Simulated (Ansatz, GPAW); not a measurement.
# Geometry or basis: what sets the conductance of an In chain with a Zn atom on top of one atom, part 2 of 3

Wanted: T(E) of an In chain with a Zn atom on top of one atom at a relaxed geometry in two programs, beside the unrelaxed structure.

GPAW 26.7.0 and Ansatz 0.2.0; Ansatz plane waves; relaxation of the junction with the lead ends held; PAW set soft_1 (the session's first sound run).

So far. Step 2 (Relaxing the atoms): The relaxation lowered the energy of the cell by 0.458 eV.

## 3. Plane waves, PBE

A plane-wave run comes first: its basis does not favour the atoms, so it serves as the reference for the orbital bases.

This step: Ansatz plane waves; Landauer transmission by layers, zero bias; PAW set soft_1 (Ansatz 0.2.0).

Contents of input.yaml:

```yaml
crystal:
  lattice:
    - [9.0, 0.0, 0.0]
    - [0.0, 9.0, 0.0]
    - [0.0, 0.0, 38.35]
  atoms:
    - { symbol: In, position: [0.5, 0.5, 0.0384615385] }
    - { symbol: In, position: [0.5, 0.5, 0.1153846154] }
    - { symbol: In, position: [0.5, 0.5, 0.1923076923] }
    - { symbol: In, position: [0.5, 0.5, 0.2692307692] }
    - { symbol: In, position: [0.4864287072, 0.4056622885, 0.3496422213] }
    - { symbol: In, position: [0.4852516949, 0.4934267608, 0.4299924368] }
    - { symbol: In, position: [0.3710694647, 0.3712535381, 0.5006334871] }
    - { symbol: Zn, position: [0.6589441876, 0.4470130182, 0.4987516206] }
    - { symbol: In, position: [0.4932734717, 0.493690322, 0.5702584956] }
    - { symbol: In, position: [0.4768517127, 0.4091103937, 0.6504353751] }
    - { symbol: In, position: [0.5, 0.5, 0.7307692308] }
    - { symbol: In, position: [0.5, 0.5, 0.8076923077] }
    - { symbol: In, position: [0.5, 0.5, 0.8846153846] }
    - { symbol: In, position: [0.5, 0.5, 0.9615384615] }
kpoints:
  mp_grid: { grid: [1, 1, 2] }
hamiltonian:
  xc: pbe
  pseudopotentials: { kind: paw, azcp: { folder: soft_1 } }
scf:
  occupations: { method: fermi_dirac, width: 0.1 }
output:
  transmission:
    leads: [[0, 1]]
    e_range: [-2, 2]
    de: 0.025
    kmesh: [1, 1]
    reduced_basis: true
  write_potential: true
  write_density: true
  volumetric_format: npy
```

Run with:

```bash
$ ansatz run input.yaml --threads 4 --pin off --max-ram 8192MiB --backend cpu --events-out ev --progress --plain --runs-dir out
```

Numbers of over 12 decimals in the logs are rounded to 6 here.

The log of the run:

```text
[...]
Crystal: 14 atoms, lattice volume = 3106.350 Å³
Basis set: ecut = 420 eV, 60645 PW (Γ)
Bands: 109, of which v1, the nominal top of the filled ones, is band 91 counted from 1 (90 counted from 0)
Symmetry: 1 space group operations
[...]
k-points: 2
[...]
SCF iter  13: F=-76076.390568 eV  HF=-76076.390568 eV  |F-HF|=5.46e-8  |Δ(HF+E_count)|=   1.45e-8  Δρ=1.52e-6  dr2=5.85e-8  ethr=5.52e-11  ⟨swp⟩=7.5  Hψ=614  notcnv=0
SCF 1 converged in 13 iterations: F = -76076.390568 eV  dr2 = 5.85e-8
[...]
transmission: 48 of 288 steps passed
transmission: 96 of 288 steps passed
[...]
transmission: 288 of 288 steps passed
WARN: The output density's exchange-correlation potential varies sharply where the density is thin. Do not read a vacuum level from v_tot or v_xc, or from such a field of the output density. On a cell that repeats whose density bears no net charge and no dipole along the vacuum's axis use v_es (v_loc + v_h of the components); under efield.dipole_correction with no amplitude use v_es + v_field, which holds any externa [...]
SCF converged after 13 iterations
Free energy (F): -76076.390568 eV
[...]
Internal energy: -76075.517334 eV  (E = F + TS)
E sigma→0 (E₀):  -76075.953951 eV
Entropy (-TS):   -0.873234 eV (-62.374 meV/atom)
Fermi energy:    -1.775869 eV
[...]
--- Band table (eV) ---
  k-point 0: bands = [... 87 lower, -1.9177, -1.9081, -1.8769, -1.8374, -1.7153, -1.6170, -1.6035, -1.5618, ... 14 higher]
  k-point 1: bands = [... 87 lower, -1.9287, -1.8866, -1.8075, -1.7976, -1.7594, -1.5444, -1.4967, -1.4243, ... 14 higher]
--- Transmission ---
  basis      : 717 plane waves across, 48 finite elements along
  points     : 1, standing for a mesh of 1 x 1
  filling    : by the input's occupations and mesh, since the crystals that have channels conduct as metals do. If one of these is a semiconductor, that mesh has misplaced its level
  energies   : 161 from -2.000000 to 2.000000 eV about the Fermi level, 0.025000 eV apart; the leads are filled to 0.000000 eV, and channels, transmission and decay are at 0.000000 eV
  crystal 0  : In1, at the sites [0, 1], period 2.9500 Å, over 23.60 Å; its Hamiltonian steps by up to 24.2 meV
    offset         : up to 0.0000 Å between an atom of the period and one for which it stands
    filled         : 26.0 meV over the level at which it is neutral
    channels       : 3.000000e0 a spin
    conductance    : 2.8681e14 S/m² at 300 K; may be off by some 0.0 % by where its bands' edges are placed, 0.1 % from the distance to neutral
  junction   : crystal 0 to crystal 0, 0.00 to 35.40 Å
    transmission   : 1.430410e0 a spin
    error estimate : 6.196916e-4 a spin from the reduction of the transverse basis, at the most 1.831671e-3 at -0.075000 eV
    conductance    : 1.3478e14 S/m² at 300 K (1.3479e14 on every other energy)
    error estimate : 0.0 % from the energy spacing and 0.0 % from band edges of the leads and from resonances (wavevectors taken as independent; lower de), 0.1 % from the reduction of the transverse basis, 12.5 % from the steps of its leads' Hamiltonians or their offsets (lay more layers), 7.1 % from the distance to neutral
    resistance     : 3.9332e-3 Ω µm² beyond half of each lead's own
```

It took 1.8 min on 4 threads of Arm Neoverse V1, shared host; peak memory 3.7 GiB; 5.2 min of CPU time.

Numbers from this step:

```yaml
free_energy: -76076.3906 eV
lead_level: 0 eV from the Fermi level
transmission_at_the_fermi_level_one_spin: 1.430
open_channels_of_the_lead_at_the_fermi_level_one_spin: 3
step_of_the_potential_along_the_lead: 24.2 meV
offset_of_the_lead: 0 Å
filling_of_the_lead_less_its_bulk_value_in_size: 26 meV
conductance: 1.409 G₀
```

One spin. Transmission, zone mean against energy, zero at the Fermi level:

```csv
energy (eV),"transmission, zone mean"
-2.0000,0.00227
-1.7500,0
-1.5000,0
-1.2500,0.00875
-1.0000,0.193
-0.7500,0.276
-0.5000,0.624
-0.2500,0.988
0.0000,1.43
0.2500,1.90
0.4000,2.52
0.5000,1.78
0.7500,2.39
1.0000,2.81
1.2500,2.87
1.5000,2.75
1.7500,2.48
2.0000,1.69
```

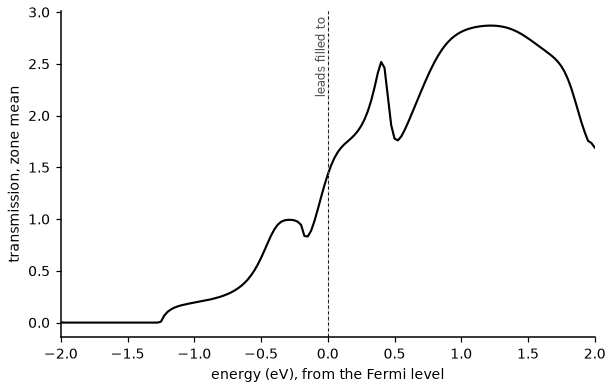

Transmission, zone mean, plotted against energy.

One spin. Table of open channels, zone mean by energy, zero at the Fermi level:

```csv
energy (eV),"open channels, zone mean"
-2.000,1
-1.500,0
-1.000,1
-0.500,1
0.000,3
0.500,3
1.000,3
1.500,3
2.000,3
```

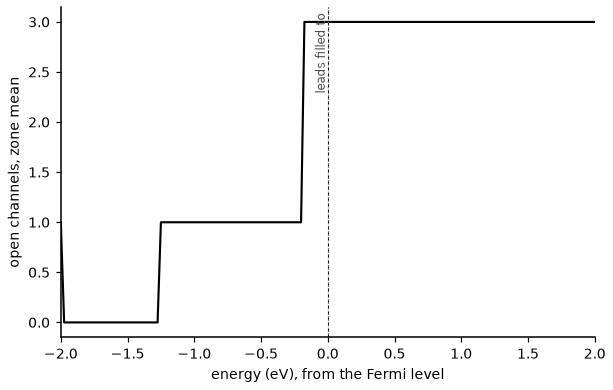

Open channels, zone mean against energy.

Crystal 0, spin -, k parallel (0, 0); distinct values, listed up to 1.5 1/Å. Im kz of the slowest decaying states against energy, zero at the Fermi level:

| energy (eV) | decay 1 (Å⁻¹) | decay 2 (Å⁻¹) | decay 3 (Å⁻¹) | decay 4 (Å⁻¹) |
| --- | --- | --- | --- | --- |
| -2.000 | 0.629 | 0.629 | 1.10 | 1.22 |
| -1.500 | 0.0375 | 0.540 | 0.540 | 1.04 |
| -1.000 | 0.428 | 0.429 | 0.972 | 1.11 |
| -0.500 | 0.269 | 0.269 | 0.9 | 1.05 |
| 0.000 | 0.822 | 0.979 | 1.10 | 1.10 |
| 0.500 | 0.736 | 0.909 | 1.04 | 1.04 |
| 1.000 | 0.638 | 0.832 | 0.982 | 0.982 |
| 1.500 | 0.523 | 0.748 | 0.917 | 0.917 |
| 2.000 | 0.374 | 0.653 | 0.841 | 0.847 |

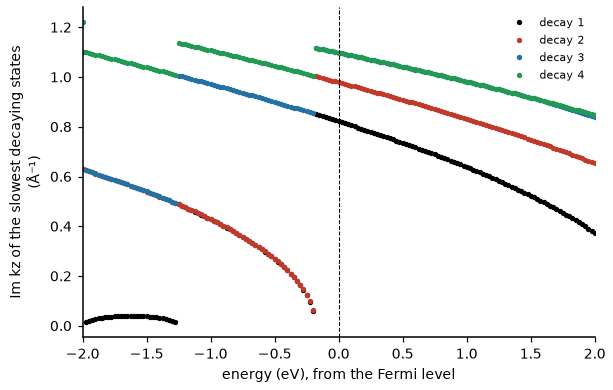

Im kz of the slowest decaying states against energy.

Crystal 0, spin -, k parallel (0, 0). The Re kz of states that move upwards by energy, zero at the Fermi level:

```
energy (eV)  channel 1 (Å⁻¹)  channel 2 (Å⁻¹)  channel 3 (Å⁻¹)
     -2.000             1.06                -                -
     -1.500                -                -                -
     -1.000            -1.01                -                -
     -0.500           -0.957                -                -
      0.000           -0.907            0.206            0.207
      0.500           -0.860            0.401            0.401
      1.000           -0.815            0.532            0.533
      1.500           -0.771            0.641            0.641
      2.000           -0.729            0.738            0.738
```

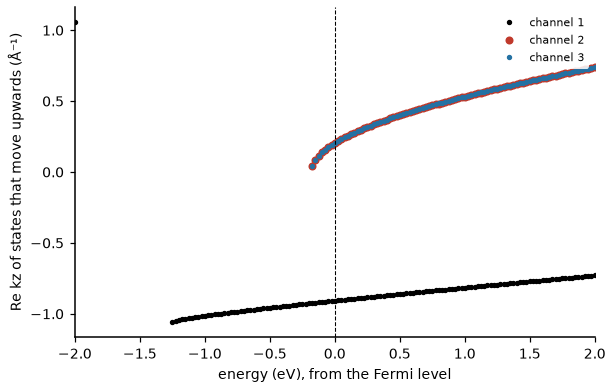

Re kz of states that move upwards, plotted against energy.

The electrostatic potential energy of an electron (with the applied field's), less the Fermi level, planar mean oscillates, so the rows of the table below give means over windows of 2.98 Å about each position, cut where the curve ends. Its maxima inside the range that stand out by 2 % of the span (Å: eV): 3.0: 3.28, 6.0: 3.28, 8.8: 3.20, 11.8: 3.17, 15.1: 3.18, 17.8: 3.03, 20.6: 3.03, 23.4: 3.19, 26.6: 3.17, 29.5: 3.20, 32.4: 3.28, 35.4: 3.28. Its minima: 1.4: 1.63, 4.4: 1.63, 7.4: 1.60, 10.4: 1.50, 13.4: 1.42, 16.5: 1.55, 19.2: -0.209, 21.9: 1.55, 25.0: 1.43, 28.0: 1.50, 31.0: 1.60, 33.9: 1.63, 36.9: 1.63.

Table of electrostatic potential energy of an electron (with the applied field's), less the Fermi level, planar mean by z; means over each step:

```csv
z (Å),"electrostatic potential energy of an electron (with the applied field's), less the Fermi level, planar mean (eV)"
1.49,2.50
4.47,2.50
7.45,2.47
10.43,2.38
13.41,2.32
16.39,2.40
19.37,1.66
22.35,2.42
25.33,2.34
28.31,2.39
31.29,2.48
34.27,2.50
37.25,2.34
```

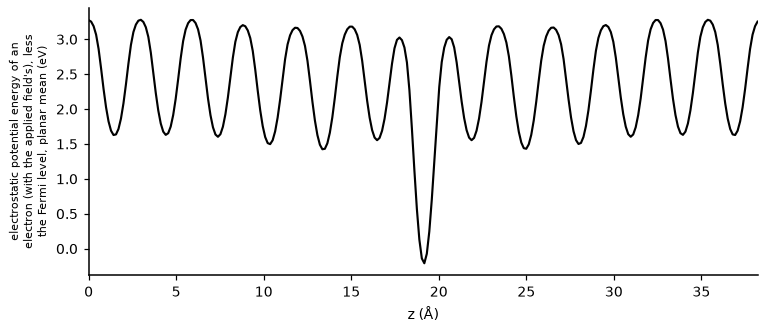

Electrostatic potential energy of an electron (with the applied field's), less the Fermi level, planar mean against z.

The valence density, planar mean oscillates, so the rows of the table below give means over windows of 2.98 Å about each position, cut where the curve ends. Its maxima inside the range that stand out by 2 % of the span (Å: e/Å³): 1.4: 0.139, 4.4: 0.140, 7.4: 0.140, 10.4: 0.139, 13.4: 0.138, 16.5: 0.140, 19.2: 0.335, 21.9: 0.140, 25.0: 0.138, 28.0: 0.139, 31.0: 0.140, 33.9: 0.140, 36.9: 0.139. Its minima: 3.0: 0.0117, 6.0: 0.0119, 8.8: 0.0118, 11.9: 0.0102, 14.9: 0.0102, 17.8: 0.0191, 20.6: 0.0188, 23.4: 0.0103, 26.4: 0.0103, 29.5: 0.0118, 32.4: 0.0119, 35.4: 0.0117.

Table of valence density, planar mean by z; means over each step:

| z (Å) | valence density, planar mean (e/Å³) |
| --- | --- |
| 1.49 | 0.0540 |
| 4.47 | 0.0540 |
| 7.45 | 0.0541 |
| 10.43 | 0.0537 |
| 13.41 | 0.0533 |
| 16.39 | 0.0550 |
| 19.37 | 0.104 |
| 22.35 | 0.0540 |
| 25.33 | 0.0532 |
| 28.31 | 0.0538 |
| 31.29 | 0.0541 |
| 34.27 | 0.0540 |
| 37.25 | 0.0630 |

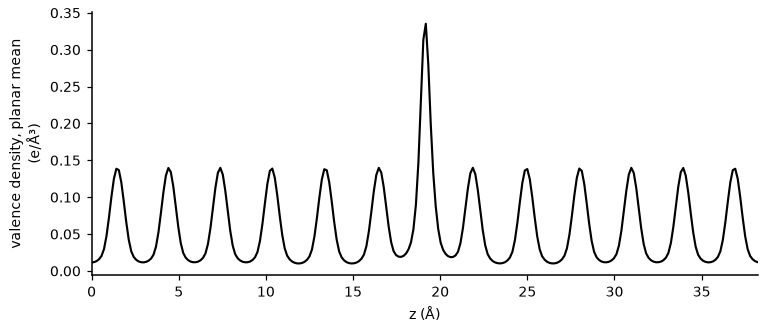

Valence density, planar mean against z.

The largest of the program's own error estimates on the conductance is 12 %. T at the Fermi level is 1.43 of 3 open channels a spin.

## 4. GPAW, dzp

Localised orbitals split the wire into layers that couple to their neighbours alone, which is what the Green's function method needs; double zeta with polarisation is the usual level for numbers.

This step: GPAW LCAO, PAW setups; Landauer transmission from Green's functions with principal layers (ASE), zero bias (GPAW 26.7.0).

Contents of run.py:

```python
import json
import numpy as np
from ase import Atoms
from ase.transport.calculators import TransportCalculator
from gpaw import GPAW, FermiDirac
from gpaw.lcao.tools import get_lcao_hamiltonian
from scipy.linalg import eigh

# The junction with lead layers at both ends, along the third cell vector
device = Atoms(
    ['In', 'In', 'In', 'In', 'In', 'In', 'In', 'Zn', 'In', 'In', 'In', 'In', 'In', 'In'],
    positions=[
        [4.50000, 4.50000, 1.47500],
        [4.50000, 4.50000, 4.42500],
        [4.50000, 4.50000, 7.37500],
        [4.50000, 4.50000, 10.32500],
        [4.37786, 3.65096, 13.40878],
        [4.36727, 4.44084, 16.49021],
        [3.33963, 3.34128, 19.19929],
        [5.93050, 4.02312, 19.12712],
        [4.43946, 4.44321, 21.86941],
        [4.29167, 3.68199, 24.94420],
        [4.50000, 4.50000, 28.02500],
        [4.50000, 4.50000, 30.97500],
        [4.50000, 4.50000, 33.92500],
        [4.50000, 4.50000, 36.87500]],
    cell=[[9.0, 0.0, 0.0], [0.0, 9.0, 0.0], [0.0, 0.0, 38.35]],
    pbc=True)

# One principal layer of the lead: the first 3 atoms of the device
lead = Atoms(
    ['In', 'In', 'In'],
    positions=[
        [4.50000, 4.50000, 1.47500],
        [4.50000, 4.50000, 4.42500],
        [4.50000, 4.50000, 7.37500]],
    cell=[[9.0, 0.0, 0.0], [0.0, 9.0, 0.0], [0.0, 0.0, 8.85]],
    pbc=True)

settings = dict(mode='lcao', basis='dzp', xc='PBE', h=0.2,
                occupations=FermiDirac(0.1), maxiter=250,
                mixer=dict(beta=0.1, nmaxold=8, weight=100.0),
                convergence=dict(density=0.0001))
energies = np.arange(-2, 2 + 1e-9, 0.025)
eta = 0.0001
n1, n2 = 1, 1
# k and -k transmit alike, so half of the mesh across the current serves
mesh = [(i, j) for i in range(n1) for j in range(n2) if (i, j) <= (-i % n1, -j % n2)]
weights = np.array([1 if (i, j) == (-i % n1, -j % n2) else 2 for i, j in mesh]) / (n1 * n2)

# [... helper functions left out ...]
fermi_lead = ground_state(lead, (1, 1, 13), 'lead.txt')
fermi_device = ground_state(device, (1, 1, 2), 'device.txt')
# [... loop over the mesh left out, but for ...]
        # Shift the lead onto the potential of the device's first layer
        shift = ((H[:, 0, 0] - H0[:, 0, 0]) / S0[0, 0]).real.mean()
# [...]
kT = 8.617333e-5 * 300
bias = [0.1, 0.2, 0.5, 1.0, 1.5, 2.0]
# [... integrals and printing left out ...]
```

Run with:

```bash
$ OMP_NUM_THREADS=1 OPENBLAS_NUM_THREADS=1 python run.py
```

The log of the run:

```text
basis functions: device 320, principal layer 69
Fermi level: lead -2.2014 eV, device -2.0831 eV; lead shifted by -0.0093 eV
largest coupling past the next layer 1.88e-06 eV, largest misfit of the first layer 0.030 eV
  E-E_F (eV)   T (one spin)  channels
    -2.000    1.4018e-02    1.0000
    -1.975    3.0543e-07    0.0000
    -1.950    1.2496e-08    0.0000
    -1.925    4.0288e-09    0.0000
    -1.900    1.9429e-09    0.0000
    -1.875    1.1397e-09    0.0000
    -1.850    7.5547e-10    0.0000
    -1.825    5.4606e-10    0.0000
    -1.800    4.2190e-10    0.0000
    -1.775    3.4415e-10    0.0000
    -1.750    2.9400e-10    0.0000
    -1.725    2.6159e-10    0.0000
    -1.700    2.4150e-10    0.0000
    -1.675    2.3074e-10    0.0000
    -1.650    2.2779e-10    0.0000
    -1.625    2.3216e-10    0.0000
[...]
1.825    2.4973e+00    3.0000
     1.850    2.4496e+00    3.0000
     1.875    2.3891e+00    3.0000
     1.900    2.3173e+00    3.0000
     1.925    2.2362e+00    3.0000
     1.950    2.1500e+00    3.0000
     1.975    2.0640e+00    3.0000
     2.000    1.9833e+00    3.0000
conductance at 300 K: 1.4013 G0 a cell; thermopower -18.3 uV/K
current from the zero-bias T(E) at 0.1 V: 10.795 uA
current from the zero-bias T(E) at 0.2 V: 21.284 uA
current from the zero-bias T(E) at 0.5 V: 52.434 uA
current from the zero-bias T(E) at 1.0 V: 111.69 uA
current from the zero-bias T(E) at 1.5 V: 158.71 uA
current from the zero-bias T(E) at 2.0 V: 211.6 uA
```

Wall time 94 s (1 thread); peak memory 1.3 GiB.

Numbers from this step:

| Property | Result |
| --- | --- |
| conductance | 1.401 G₀ |
| largest coupling past the next principal layer | 1.88e-6 eV |
| largest misfit of the first principal layer | 0.02977 eV |
| shift that aligns the lead | -0.009317 eV |
| basis functions of the junction | 320 |
| basis functions of a principal layer | 69 |
| transmission at the Fermi level (one spin) | 1.428 |

One spin. Transmission, zone mean against energy, zero at the Fermi level:

| energy (eV) | transmission, zone mean |
| --- | --- |
| -2.000 | 0.0140 |
| -1.800 | 4.2e-10 |
| -1.600 | 2.4e-10 |
| -1.400 | 1.5e-9 |
| -1.200 | 0.124 |
| -1.000 | 0.196 |
| -0.800 | 0.256 |
| -0.600 | 0.419 |
| -0.400 | 0.889 |
| -0.200 | 0.938 |
| 0.000 | 1.43 |
| 0.200 | 1.77 |
| 0.400 | 2.36 |
| 0.450 | 2.56 |
| 0.600 | 1.82 |
| 0.800 | 2.33 |
| 1.000 | 2.73 |
| 1.200 | 2.83 |
| 1.250 | 2.84 |
| 1.400 | 2.81 |
| 1.600 | 2.69 |
| 1.800 | 2.53 |
| 2.000 | 1.98 |

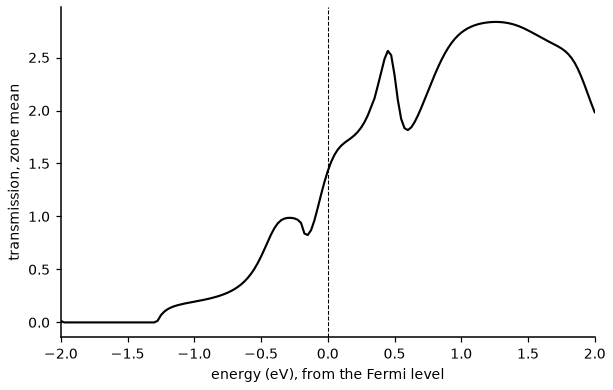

Transmission, zone mean, plotted against energy.

Crossings of the lead's bands, unfolded to its shortest repeat. Open channels, zone mean against energy, zero at the Fermi level:

```
energy (eV)  open channels, zone mean
     -2.000                         1
     -1.800                         0
     -1.600                         0
     -1.400                         0
     -1.200                         1
     -1.000                         1
     -0.800                         1
     -0.600                         1
     -0.400                         1
     -0.200                         1
      0.000                         3
      0.200                         3
      0.400                         3
      0.600                         3
      0.800                         3
      1.000                         3
      1.200                         3
      1.400                         3
      1.600                         3
      1.800                         3
      2.000                         3
```

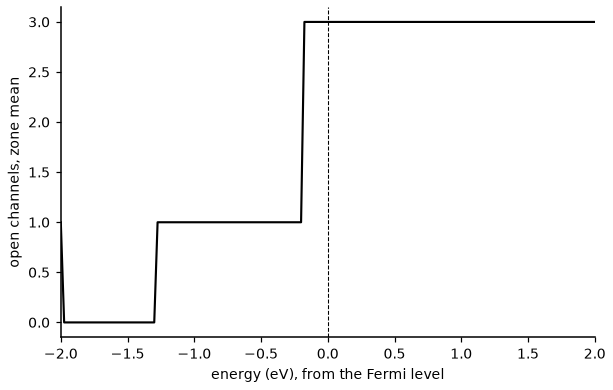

Open channels, zone mean against energy.

Not self-consistent under bias; the bias window is split evenly. The current through one cell, from the zero-bias transmission by bias:

| bias (V) | current through one cell, from the zero-bias transmission (μA) |
| --- | --- |
| 0.100 | 10.8 |
| 0.200 | 21.3 |
| 0.500 | 52.4 |
| 1.000 | 112 |
| 1.500 | 159 |
| 2.000 | 212 |

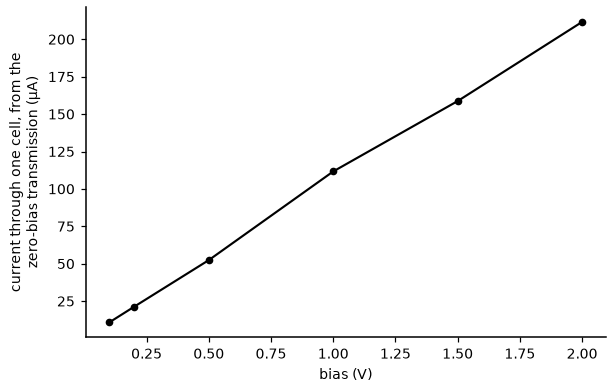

Current through one cell, from the zero-bias transmission against bias.

Table of transmission of the three most open eigenchannels by energy, zero at the Fermi level:

```
energy (eV)  channel 1  channel 2  channel 3
    -2.0000     0.0140          0          0
    -1.7500    2.9e-10          0          0
    -1.5000    4.2e-10          0          0
    -1.2500     0.0684          0          0
    -1.0000      0.196          0          0
    -0.7500      0.281          0          0
    -0.5000      0.621          0          0
    -0.2500      0.982    1.9e-11    8.2e-12
     0.0000      0.886      0.450     0.0921
     0.2500      0.912      0.629      0.298
     0.5000      0.875      0.817      0.645
     0.7500      0.992      0.901      0.286
     1.0000      0.991      0.920      0.824
     1.2500      0.973      0.967      0.896
     1.5000      0.999      0.923      0.835
     1.7500      0.980      0.887      0.718
     2.0000      0.952      0.614      0.418
```

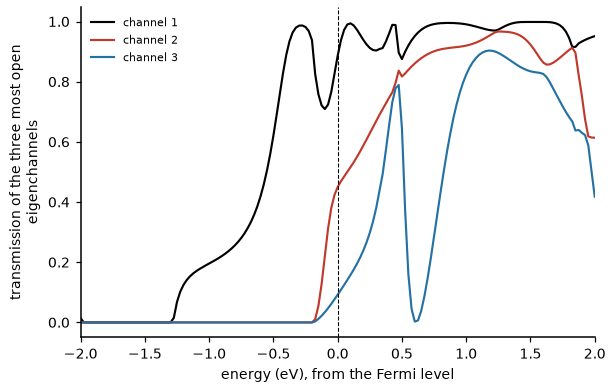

Transmission of the three most open eigenchannels, plotted against energy.

At the Fermi level T is 1.43 against 1.43 in plane waves. Couplings past the next layer reach 1.9e-6 eV, small enough to drop; the matrix elements of the cell's first layer differ from the bulk lead's by up to 0.030 eV. That layer keeps its own values in the calculation, and only beyond it is the lead taken as perfect. The Fermi levels of lead and junction count from different zeros of potential, one for each periodic cell; with both set to zero, the small remaining shift is what aligns them. By hand: G = 1.401 × 77.48 μS = 109 μS, a resistance of 9.21 kΩ; at 0.1 V a linear junction would pass 10.9 μA, and the integral over the bias window gives 10.8 μA.

[end of part 2 of 3]

[Logs are printed without paths, hosts, clocks, repeated set-up lines and the standing remarks that a program may print on its own settings, such as how far it seeks lower states.]

[Hosts, paths, dates, database ids (printed as entryN), source tags and the programs' standing remarks are cut or masked in the printed files.]
